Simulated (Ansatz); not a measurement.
# CH3F2Ga: small, medium and large basis sets

Aim: see how fast density functionals converge with the basis set for CH3F2Ga.

The runs use Ansatz 0.2.0, Gaussian basis; one geometry, several basis sets.

Levels to be run: PBE0-D4/def2-SVP; ωB97M-V/def2-SVP; PBE0-D4/def2-QZVPP; ωB97M-V/def2-QZVPP; the functionals' def2-TZVPP values are taken from earlier runs.

## Step 1: The relaxed structure

All runs share one geometry, relaxed beforehand with PBE0-D4 in a triple-zeta def2 set.

7 atoms, charge 0, spin multiplicity 1.

Atoms are counted from 1 here; the program's logs count them from 0.

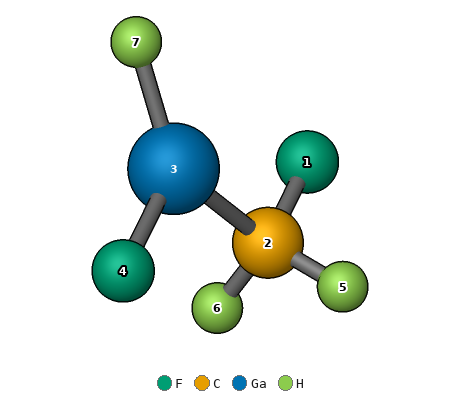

The structure; fluorine teal, carbon amber, gallium blue, hydrogen green; atoms are numbered from 1 in the order of the file.

## Step 2: PBE0-D4 in def2-SVP

Contents of in.yaml:

```yaml
crystal:
  periodic: [false, false, false]
  atoms:
    - {symbol: F, position_ang: [0.512900, 1.851453, 0.293100]}
    - {symbol: C, position_ang: [-0.284160, 0.728240, 0.470631]}
    - {symbol: Ga, position_ang: [0.394365, -0.806990, -0.579611]}
    - {symbol: F, position_ang: [-0.614114, -2.237080, -0.358781]}
    - {symbol: H, position_ang: [-1.307516, 0.976359, 0.170659]}
    - {symbol: H, position_ang: [-0.307946, 0.483078, 1.537466]}
    - {symbol: H, position_ang: [1.606470, -0.995061, -1.533453]}
basis:
  gaussian: {orbitals: def2-SVP}
hamiltonian: {xc: pbe0, dispersion: d4}
output: {orbitals: {seedname: orbitals}}
```

Command:

```sh
> ansatz run in.yaml --threads 2 --pin off --events-out ev --progress --plain --max-ram 4352MiB
```

The log of the run:

```text
Functional definition: PBE0
  name "PBE0"
  cite "Adamo & Barone, J. Chem. Phys. 110, 6158 (1999) doi:10.1063/1.478522"
  cite "Perdew, Burke & Ernzerhof, Phys. Rev. Lett. 77, 3865 (1996) doi:10.1103/PhysRevLett.77.3865"
  parent pbe
  parameter a = 0.25
  parameter kappa = 0.804
  parameter beta = 0.06672455060314922
  exchange = (1 - a)*pbe_x(kappa = kappa, mu = beta*pi^2/3) + a*exact_x
  correlation = pbe_c(beta = beta)
880 factors; integrals over basis functions are off by at most 1.2e-3 eV
mean field evaluation 1: about -58868.8902 eV, gradient 4.7e1 eV
mean field evaluation 2: about -58862.5862 eV, gradient 8.0e1 eV
mean field evaluation 4: about -58872.8481 eV, gradient 2.8e0 eV
mean field evaluation 8: about -58872.9486 eV, gradient 3.3e-1 eV
mean field evaluation 16: about -58872.9487 eV, gradient 2.0e-5 eV
mean field -58872.94873747 eV, -2163.5409605843 hartree, gradient 2.0e-5 eV, S^2 0.000000; 0 other end points of the search recorded, 0 dependent functions left out
reference -58872.94876475 eV, -2163.5409615866 hartree; 29, 29 occupied and 60, 60 virtual orbitals, 880 factors
Total energy: -58873.03540847 eV, -2163.5441456845 hartree
```

Wall time 1.5 s (2 threads of Arm Neoverse V1, shared host).

## Step 3: ωB97M-V in def2-SVP

Changes to in.yaml since step 2:

```diff
@@ -12,3 +12,3 @@
   gaussian: {orbitals: def2-SVP}
-hamiltonian: {xc: pbe0, dispersion: d4}
+hamiltonian: {xc: {name: wB97M-V}}
 output: {orbitals: {seedname: orbitals}}
```

The command is unchanged.

The log of the run, cut to the lines that bear on the results:

```text
Functional definition: wB97M-V
  name "wB97M-V"
  cite "Mardirossian & Head-Gordon, J. Chem. Phys. 144, 214110 (2016) doi:10.1063/1.4952647"
  cite "Becke, J. Chem. Phys. 107, 8554 (1997) doi:10.1063/1.475007"
  cite "Vydrov & Van Voorhis, J. Chem. Phys. 133, 244103 (2010) doi:10.1063/1.3521275"
  # Of w^i u^j: cxij and so on, Table III.
[...]
  gx(w, u) = 1 - cx + cx01*u + cx10*w
  gss(w, u) = css00 + css04*u^4 + css10*w + css20*w^2 + css43*w^4*u^3
  gos(w, u) = cos00 + cos10*w + (cos20 + cos21*u)*w^2 + (cos60 + cos61*u)*w^6
[...]
      + integral(e_c_pw_mod_opposite_spin*gos(b97_w_opposite, b97_u_opposite)) + vv10(b, c)
880 factors; integrals over basis functions are off by at most 1.2e-3 eV
215 factors; integrals over basis functions are off by at most 6.1e-6 eV
[...]
mean field -58881.42889336 eV, -2163.8526005651 hartree, gradient 4.1e-5 eV, S^2 0.000000; 0 other end points of the search recorded, 0 dependent functions left out
reference -58881.42893711 eV, -2163.8526021727 hartree; 29, 29 occupied and 60, 60 virtual orbitals, 880 factors
Total energy: -58881.42893711 eV, -2163.8526021727 hartree
```

Wall time 6.5 s (2 threads of Arm Neoverse V1, shared host); peak memory 0.25 GiB.

## Step 4: PBE0-D4 in def2-QZVPP

Changes to in.yaml since step 3:

```diff
@@ -11,4 +11,4 @@
 basis:
-  gaussian: {orbitals: def2-SVP}
-hamiltonian: {xc: {name: wB97M-V}}
+  gaussian: {orbitals: "def2-QZVPP.json"}
+hamiltonian: {xc: pbe0, dispersion: d4}
 output: {orbitals: {seedname: orbitals}}
```

Launched as before.

The log of the run:

```text
Functional definition: PBE0
  name "PBE0"
  cite "Adamo & Barone, J. Chem. Phys. 110, 6158 (1999) doi:10.1063/1.478522"
  cite "Perdew, Burke & Ernzerhof, Phys. Rev. Lett. 77, 3865 (1996) doi:10.1103/PhysRevLett.77.3865"
  parent pbe
  parameter a = 0.25
  parameter kappa = 0.804
  parameter beta = 0.06672455060314922
  exchange = (1 - a)*pbe_x(kappa = kappa, mu = beta*pi^2/3) + a*exact_x
  correlation = pbe_c(beta = beta)
1315 factors; their error is unknown
mean field evaluation 1: about -58883.8521 eV, gradient 5.7e1 eV
mean field evaluation 2: about -58875.7038 eV, gradient 9.6e1 eV
mean field evaluation 4: about -58889.0984 eV, gradient 4.0e0 eV
mean field evaluation 8: about -58889.2768 eV, gradient 5.6e-1 eV
mean field evaluation 16: about -58889.2769 eV, gradient 2.6e-5 eV
mean field -58889.27693696 eV, -2164.1410108476 hartree, gradient 2.6e-5 eV, S^2 0.000000; 0 other end points of the search recorded, 0 dependent functions left out
reference -58889.27697356 eV, -2164.1410121926 hartree; 29, 29 occupied and 321, 321 virtual orbitals, 1315 factors
Total energy: -58889.36361728 eV, -2164.1441962906 hartree
```

Run time: 8.5 s. Hardware: 2 threads of Arm Neoverse V1, shared host; peak memory 0.95 GiB.

## Step 5: ωB97M-V in def2-QZVPP

Changes to in.yaml since step 4:

```diff
@@ -12,3 +12,3 @@
   gaussian: {orbitals: "def2-QZVPP.json"}
-hamiltonian: {xc: pbe0, dispersion: d4}
+hamiltonian: {xc: {name: wB97M-V}}
 output: {orbitals: {seedname: orbitals}}
```

Same command.

The log of the run, cut to the lines that bear on the results:

```text
Functional definition: wB97M-V
  name "wB97M-V"
  cite "Mardirossian & Head-Gordon, J. Chem. Phys. 144, 214110 (2016) doi:10.1063/1.4952647"
  cite "Becke, J. Chem. Phys. 107, 8554 (1997) doi:10.1063/1.475007"
  cite "Vydrov & Van Voorhis, J. Chem. Phys. 133, 244103 (2010) doi:10.1063/1.3521275"
  # Of w^i u^j: cxij and so on, Table III.
[...]
  gx(w, u) = 1 - cx + cx01*u + cx10*w
  gss(w, u) = css00 + css04*u^4 + css10*w + css20*w^2 + css43*w^4*u^3
  gos(w, u) = cos00 + cos10*w + (cos20 + cos21*u)*w^2 + (cos60 + cos61*u)*w^6
[...]
      + integral(e_c_pw_mod_opposite_spin*gos(b97_w_opposite, b97_u_opposite)) + vv10(b, c)
1310 factors; their error is unknown
252 factors; integrals over basis functions are off by at most 6.2e-6 eV
[...]
mean field -58897.88027548 eV, -2164.4571777069 hartree, gradient 9.2e-6 eV, S^2 0.000000; 0 other end points of the search recorded, 0 dependent functions left out
reference -58897.88033442 eV, -2164.4571798728 hartree; 29, 29 occupied and 321, 321 virtual orbitals, 1310 factors
Total energy: -58897.88033442 eV, -2164.4571798728 hartree
```

Wall time 21 s (2 threads of Arm Neoverse V1, shared host); peak memory 1.1 GiB.

## Step 6: Density functionals: the series

The def2-TZVPP values come from earlier runs at the same geometry.

| functional | basis | functions | energy (eV) | from the largest (eV) | HOMO (eV) | LUMO (eV) |
| --- | --- | --- | --- | --- | --- | --- |
| PBE0-D4 | def2-SVP | 89 | -58873.0354 | 16.328 | -8.16 | -1.33 |
| PBE0-D4 | def2-TZVPP | 183 | -58887.8001 | 1.564 | -8.29 | -1.42 |
| PBE0-D4 | def2-QZVPP | 350 | -58889.3636 | 0.000 | -8.33 | -1.48 |
| ωB97M-V | def2-SVP | 89 | -58881.4289 | 16.451 | -10.38 | 0.41 |
| ωB97M-V | def2-TZVPP | 183 | -58896.3706 | 1.510 | -10.54 | 0.26 |
| ωB97M-V | def2-QZVPP | 350 | -58897.8803 | 0.000 | -10.59 | 0.07 |

## Step 7: Summary of results

| quantity | value |
| --- | --- |
| PBE0-D4: double and triple zeta above quadruple | 16.33, 1.56 eV |
| ωB97M-V: double and triple zeta above quadruple | 16.45, 1.51 eV |

In words: For PBE0-D4 the step from double to triple zeta gains 14.76 eV and the next only 1.56 eV. Total energies overstate the basis error of differences, where much of it tends to cancel.

For PBE0-D4 the largest set took about 6 times as long as the smallest (8.5 s against 1.5 s).
